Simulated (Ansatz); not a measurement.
## Run report: CH$_{7}$BFNOSi, nudged elastic band (part 1 of 2)

The run: nudged elastic band of CH$_{7}$BFNOSi. Method and program: RKS CAM-B3LYP-D4/6-31G* (Ansatz 0.2.0).

The run did not end well. It belongs to a series of runs on one base structure; here: band between the two ends.

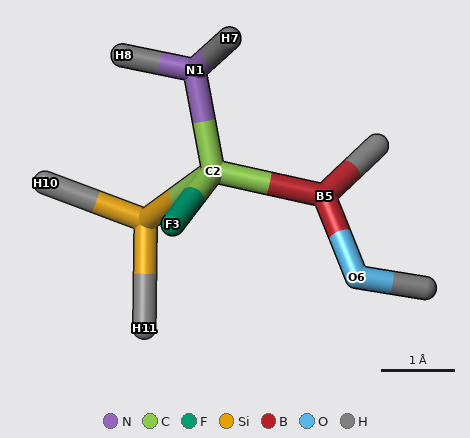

**Figure 1.** The structure as given in the input (stick view, seen at a tilt; atoms are numbered from 1 in the order of the input).

**Input file**
```yaml
crystal:
  periodic: [false, false, false]
  atoms:
    - { symbol: "N", position_ang: [-1.69381, 0.002328, -0.115062] }
    - { symbol: C, position_ang: [-0.338482, 0.035442, 0.314989] }
    - { symbol: F, position_ang: [-0.22572, -0.040615, 1.741214] }
    - { symbol: Si, position_ang: [0.533026, -1.553848, -0.291468] }
    - { symbol: B, position_ang: [0.447305, 1.296729, -0.202096] }
    - { symbol: O, position_ang: [1.37356, 1.843538, 0.610054] }
    - { symbol: H, position_ang: [-2.216755, 0.83066, 0.153807] }
    - { symbol: H, position_ang: [-2.188895, -0.814597, 0.229452] }
    - { symbol: H, position_ang: [0.747361, -1.531115, -1.759962] }
    - { symbol: H, position_ang: [-0.359721, -2.688326, 0.058598] }
    - { symbol: H, position_ang: [1.837087, -1.715516, 0.391126] }
    - { symbol: H, position_ang: [0.268479, 1.718352, -1.30982] }
    - { symbol: H, position_ang: [1.836967, 2.58217, 0.193968] }
basis:
  gaussian: { orbitals: "6-31G*" }
hamiltonian:
  xc: cam_b3lyp
  dispersion: d4
neb:
  order_check: false
  images: 9
  f_tol: 0.05
  max_iterations: 17
  optimiser: lbfgs
  climbing: immediate
  final_atoms:
    - { symbol: "N", position_ang: [-1.64346454, 0.06518719, -0.07165693] }
    - { symbol: C, position_ang: [-0.25861417, 0.11277815, 0.16787466] }
    - { symbol: F, position_ang: [0.04662377, 0.20718593, 1.60904858] }
    - { symbol: Si, position_ang: [0.5532932, -1.53882845, -0.32447938] }
    - { symbol: B, position_ang: [0.47493837, 1.36329802, -0.47593895] }
    - { symbol: O, position_ang: [1.27002395, 2.08999092, 0.32313342] }
    - { symbol: H, position_ang: [-2.13999755, 0.92734593, 0.12562218] }
    - { symbol: H, position_ang: [-2.11692248, -0.71323147, 0.37420576] }
    - { symbol: H, position_ang: [0.56766594, -1.70483824, -1.79707656] }
    - { symbol: H, position_ang: [-0.25732924, -2.61893352, 0.29340594] }
    - { symbol: H, position_ang: [1.93816618, -1.59287255, 0.19776963] }
    - { symbol: H, position_ang: [0.37330137, 1.65719338, -1.62769186] }
    - { symbol: H, position_ang: [1.2127172, 1.71092673, 1.22058352] }
  initial_path:
    images:
      - { positions_ang: [[-1.69381, 0.002328, -0.115062], [-0.338482, 0.035442, 0.314989], [-0.22572, -0.040615, 1.741214], [0.533026, -1.553848, -0.291468], [0.447305, 1.296729, -0.202096], [1.37356, 1.843538, 0.610054], [-2.216755, 0.83066, 0.153807], [-2.188895, -0.814597, 0.229452], [0.747361, -1.531115, -1.759962], [-0.359721, -2.688326, 0.058598], [1.837087, -1.715516, 0.391126], [0.268479, 1.718352, -1.30982], [1.836967, 2.58217, 0.193968]] }
      - { positions_ang: [[-1.68367559, 0.00642287, -0.1216507], [-0.33409139, 0.02045646, 0.31624489], [-0.24702722, -0.04673298, 1.73134052], [0.53624887, -1.56291744, -0.30062968], [0.46711393, 1.27773974, -0.20298708], [1.33835166, 1.89803597, 0.64128193], [-2.19325534, 0.84861864, 0.17789319], [-2.18941608, -0.79767371, 0.2239409], [0.69207103, -1.5380969, -1.76083712], [-0.34508216, -2.70477204, 0.07857632], [1.83950003, -1.71281294, 0.34637892], [0.34730366, 1.65991148, -1.31376047], [1.79236062, 2.61702284, 0.19900838]] }
      - { positions_ang: [[-1.67354119, 0.01051774, -0.12823941], [-0.32970077, 0.00547092, 0.31750077], [-0.26833444, -0.05285095, 1.72146705], [0.53947173, -1.57198688, -0.30979135], [0.48692286, 1.25875049, -0.20387815], [1.30314333, 1.95253394, 0.67250986], [-2.16975569, 0.86657728, 0.20197937], [-2.18993717, -0.78075042, 0.2184298], [0.63678105, -1.5450788, -1.76171225], [-0.33044332, -2.72121808, 0.09855464], [1.84191306, -1.71010987, 0.30163184], [0.42612832, 1.60147097, -1.31770094], [1.74775423, 2.65187567, 0.20404877]] }
      - { positions_ang: [[-1.66340678, 0.01461261, -0.13482811], [-0.32531016, -0.00951463, 0.31875666], [-0.28964167, -0.05896893, 1.71159357], [0.5426946, -1.58105632, -0.31895303], [0.5067318, 1.23976123, -0.20476923], [1.26793499, 2.00703191, 0.70373779], [-2.14625603, 0.88453592, 0.22606556], [-2.19045825, -0.76382713, 0.21291869], [0.58149108, -1.5520607, -1.76258737], [-0.31580448, -2.73766412, 0.11853296], [1.84432609, -1.70740681, 0.25688476], [0.50495298, 1.54303045, -1.32164141], [1.70314785, 2.68672851, 0.20908915]] }
      - { positions_ang: [[-1.65327238, 0.01870748, -0.14141681], [-0.32091955, -0.02450017, 0.32001255], [-0.31094889, -0.0650869, 1.7017201], [0.54591746, -1.59012576, -0.32811471], [0.52654073, 1.22077197, -0.2056603], [1.23272666, 2.06152988, 0.73496572], [-2.12275638, 0.90249456, 0.25015174], [-2.19097934, -0.74690383, 0.20740759], [0.52620111, -1.5590426, -1.76346249], [-0.30116564, -2.75411017, 0.13851128], [1.84673911, -1.70470374, 0.21213768], [0.58377764, 1.48458994, -1.32558188], [1.65854146, 2.72158135, 0.21412953]] }
      - { positions_ang: [[-1.64313797, 0.02280234, -0.14800552], [-0.31652893, -0.03948571, 0.32126844], [-0.33225611, -0.07120488, 1.69184662], [0.54914033, -1.5991952, -0.33727639], [0.54634966, 1.20178272, -0.20655138], [1.19751832, 2.11602785, 0.76619365], [-2.09925672, 0.9204532, 0.27423793], [-2.19150042, -0.72998054, 0.20189649], [0.47091114, -1.56602449, -1.76433761], [-0.2865268, -2.77055621, 0.15848961], [1.84915214, -1.70200068, 0.16739059], [0.66260229, 1.42614942, -1.32952235], [1.61393508, 2.75643418, 0.21916992]] }
      - { positions_ang: [[-1.64320329, 0.03127931, -0.1327358], [-0.30494598, -0.00903294, 0.29058968], [-0.25648014, -0.01552672, 1.67528701], [0.5499709, -1.58712185, -0.33471698], [0.5320674, 1.23408578, -0.26042889], [1.21201945, 2.11082046, 0.67758161], [-2.10740489, 0.92183174, 0.24451478], [-2.17658483, -0.72663073, 0.23635834], [0.4902621, -1.59378724, -1.7708854], [-0.28068729, -2.74023167, 0.18547287], [1.86695495, -1.68017505, 0.1734664], [0.60474211, 1.47235821, -1.38915626], [1.5336915, 2.54733269, 0.41945264]] }
      - { positions_ang: [[-1.6432686, 0.03975628, -0.11746608], [-0.29336303, 0.02141983, 0.25991093], [-0.18070416, 0.04015144, 1.65872741], [0.55080148, -1.5750485, -0.33215758], [0.51778514, 1.26638884, -0.31430641], [1.22652057, 2.10561308, 0.58896956], [-2.11555305, 0.92321029, 0.21479163], [-2.16166924, -0.72328091, 0.2708202], [0.50961306, -1.62154999, -1.77743319], [-0.27484777, -2.70990713, 0.21245614], [1.88475776, -1.65834943, 0.17954221], [0.54688192, 1.51856701, -1.44879016], [1.45344793, 2.3382312, 0.61973536]] }
      - { positions_ang: [[-1.64333391, 0.04823325, -0.10219636], [-0.28178008, 0.0518726, 0.22923217], [-0.10492818, 0.09582961, 1.6421678], [0.55163205, -1.56297515, -0.32959818], [0.50350288, 1.2986919, -0.36818392], [1.2410217, 2.10040569, 0.50035751], [-2.12370122, 0.92458884, 0.18506848], [-2.14675365, -0.7199311, 0.30528205], [0.52896402, -1.64931274, -1.78398098], [-0.26900826, -2.67958259, 0.2394394], [1.90256057, -1.6365238, 0.18561801], [0.48902174, 1.5647758, -1.50842406], [1.37320435, 2.12912971, 0.82001808]] }
      - { positions_ang: [[-1.64339923, 0.05671022, -0.08692664], [-0.27019712, 0.08232537, 0.19855341], [-0.02915221, 0.15150777, 1.62560819], [0.55246263, -1.5509018, -0.32703878], [0.48922062, 1.33099496, -0.42206143], [1.25552283, 2.09519831, 0.41174547], [-2.13184939, 0.92596738, 0.15534533], [-2.13183807, -0.71658128, 0.3397439], [0.54831498, -1.67707549, -1.79052877], [-0.26316875, -2.64925806, 0.26642267], [1.92036337, -1.61469817, 0.19169382], [0.43116155, 1.61098459, -1.56805796], [1.29296078, 1.92002822, 1.0203008]] }
      - { positions_ang: [[-1.64346454, 0.06518719, -0.07165693], [-0.25861417, 0.11277815, 0.16787466], [0.04662377, 0.20718593, 1.60904858], [0.5532932, -1.53882845, -0.32447938], [0.47493837, 1.36329802, -0.47593895], [1.27002395, 2.08999092, 0.32313342], [-2.13999755, 0.92734593, 0.12562218], [-2.11692248, -0.71323147, 0.37420576], [0.56766594, -1.70483824, -1.79707656], [-0.25732924, -2.61893352, 0.29340594], [1.93816618, -1.59287255, 0.19776963], [0.37330137, 1.65719338, -1.62769186], [1.2127172, 1.71092673, 1.22058352]] }
```

Machine: 2 threads of Intel Xeon @ 2.50GHz (Skylake/Cascade Lake), 16 GiB of memory available, shared host.

Launched with:
```bash
ansatz run input.yaml --threads 2 --pin off --max-ram 3072MiB --backend cpu --events-out ev --progress --plain --runs-dir out
```

**Log**
```
Engine: ansatz 0.2.0, x86_64-unknown-linux-gnu
Functional definition: CAM-B3LYP
  parameter alpha = 0.19
  parameter beta = 0.46
  parameter omega = 0.33/bohr
  parameter ac = 0.81
  exchange = (1 - alpha - beta)*b88_x + beta*b88_x_sr(omega) + alpha*exact_x + beta*exact_x_lr(omega)
  correlation = (1 - ac)*vwn5_c + ac*lyp_c
1171 factors; integrals over basis functions are off by at most 7.1e-4 eV
404 factors; integrals over basis functions are off by at most 5.5e-7 eV
mean field evaluation 1: about -15950.3734 eV, gradient 5.5e1 eV
mean field evaluation 2: about -15948.9373 eV, gradient 6.4e1 eV
mean field evaluation 4: about -15955.8333 eV, gradient 2.6e0 eV
mean field evaluation 8: about -15955.8673 eV, gradient 1.9e-1 eV
mean field evaluation 16: about -15955.8673 eV, gradient 7.4e-5 eV
mean field -15955.86733934 eV, -586.3673094453 hartree, gradient 7.4e-5 eV, S^2 0.000000; 0 other end points of the search recorded, 0 dependent functions left out
the calculation of the forces begins
reference -15955.86746100 eV, -586.3673139164 hartree; 28, 28 occupied and 80, 80 virtual orbitals, 1171 factors
1171 factors; integrals over basis functions are off by at most 7.4e-4 eV
404 factors; integrals over basis functions are off by at most 5.5e-7 eV
mean field evaluation 32: about -15956.0780 eV, gradient 6.7e-5 eV
mean field -15956.07799017 eV, -586.3750507206 hartree, gradient 2.2e-5 eV, S^2 0.000000; 0 other end points of the search recorded, 0 dependent functions left out
[... from here on the field's lines of each further geometry are left out, up to the last ...]
NEB iter   1: max|band force component| = 4.845e2 eV/Å  barrier→ = 84.3164 eV  barrier← = 84.5288 eV  CI = image 7  Δτ_max = 0.2000 Å  (303 SCF iters)
NEB iter   2: max|band force component| = 5.646e1 eV/Å  barrier→ = 8.3292 eV  barrier← = 8.5417 eV  CI = image 8  Δτ_max = 0.2000 Å  (235 SCF iters)
NEB iter   3: max|band force component| = 1.561e1 eV/Å  barrier→ = 2.7030 eV  barrier← = 2.9154 eV  CI = image 8  Δτ_max = 0.0472 Å  (272 SCF iters)
NEB iter   4: max|band force component| = 6.086e0 eV/Å  barrier→ = 1.4682 eV  barrier← = 1.6806 eV  CI = image 7  Δτ_max = 0.1294 Å  (253 SCF iters)
NEB iter   5: max|band force component| = 1.012e1 eV/Å  barrier→ = 1.5494 eV  barrier← = 1.7618 eV  CI = image 7  Δτ_max = 0.1898 Å  (277 SCF iters)
NEB iter   6: max|band force component| = 1.238e1 eV/Å  barrier→ = 2.3174 eV  barrier← = 2.5299 eV  CI = image 8  Δτ_max = 0.2000 Å  (268 SCF iters)
NEB iter   7: max|band force component| = 7.723e0 eV/Å  barrier→ = 1.6862 eV  barrier← = 1.8986 eV  CI = image 7  Δτ_max = 0.1668 Å  (256 SCF iters)
NEB iter   8: max|band force component| = 8.642e0 eV/Å  barrier→ = 1.8847 eV  barrier← = 2.0972 eV  CI = image 7  Δτ_max = 0.1933 Å  (248 SCF iters)
NEB iter   9: max|band force component| = 7.621e0 eV/Å  barrier→ = 1.6622 eV  barrier← = 1.8746 eV  CI = image 7  Δτ_max = 0.0827 Å  (250 SCF iters)
NEB iter  10: max|band force component| = 2.053e0 eV/Å  barrier→ = 0.9326 eV  barrier← = 1.1450 eV  CI = image 7  Δτ_max = 0.0258 Å  (218 SCF iters)
NEB iter  11: max|band force component| = 1.238e0 eV/Å  barrier→ = 0.8460 eV  barrier← = 1.0584 eV  CI = image 7  Δτ_max = 0.0721 Å  (217 SCF iters)
NEB iter  12: max|band force component| = 1.491e0 eV/Å  barrier→ = 0.8011 eV  barrier← = 1.0136 eV  CI = image 7  Δτ_max = 0.0306 Å  (251 SCF iters)
NEB iter  13: max|band force component| = 1.220e0 eV/Å  barrier→ = 0.7659 eV  barrier← = 0.9783 eV  CI = image 7  Δτ_max = 0.0189 Å  (224 SCF iters)
NEB iter  14: max|band force component| = 1.010e0 eV/Å  barrier→ = 0.7587 eV  barrier← = 0.9711 eV  CI = image 7  Δτ_max = 0.0445 Å  (230 SCF iters)
NEB iter  15: max|band force component| = 1.218e0 eV/Å  barrier→ = 0.7708 eV  barrier← = 0.9832 eV  CI = image 7  Δτ_max = 0.0237 Å  (245 SCF iters)
NEB iter  16: max|band force component| = 5.316e-1 eV/Å  barrier→ = 0.7288 eV  barrier← = 0.9413 eV  CI = image 7  Δτ_max = 0.0223 Å  (222 SCF iters)
the calculation of the forces begins
reference -15955.60209918 eV, -586.3575620492 hartree; 28, 28 occupied and 80, 80 virtual orbitals, 1171 factors
these checks for a lower state are left out or cut short: starts, cluster_reference, orbital_swaps, neighbouring_geometries, increment
1171 factors; integrals over basis functions are off by at most 7.5e-4 eV
404 factors; integrals over basis functions are off by at most 5.5e-7 eV
mean field -15955.97713767 eV, -586.3713444596 hartree, gradient 1.2e-5 eV, S^2 0.000000; 0 other end points of the search recorded, 0 dependent functions left out
the calculation of the forces begins
reference -15955.97725780 eV, -586.3713488742 hartree; 28, 28 occupied and 80, 80 virtual orbitals, 1171 factors
NEB iter  17: max|band force component| = 7.016e-1 eV/Å  barrier→ = 0.7309 eV  barrier← = 0.9434 eV  CI = image 7  Δτ_max = 0.0142 Å  (229 SCF iters)
```

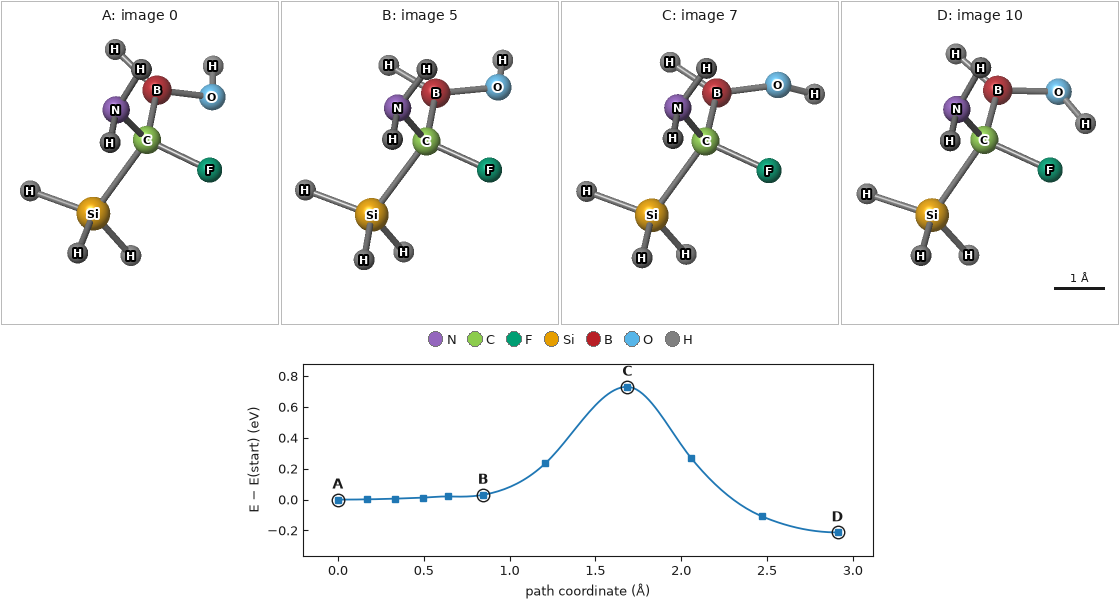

**Figure 2.** Images of the last band (counted from 0; ball-and-stick, seen at a tilt) above the energy along the path; the line is a cubic interpolation that uses the forces. The highest image is number 7, 0.731 eV above the start and 0.943 eV above the end (the climbing image); the end lies 0.212 eV below the start. The path is 2.91 Å long. The band had not converged after 17 iterations.
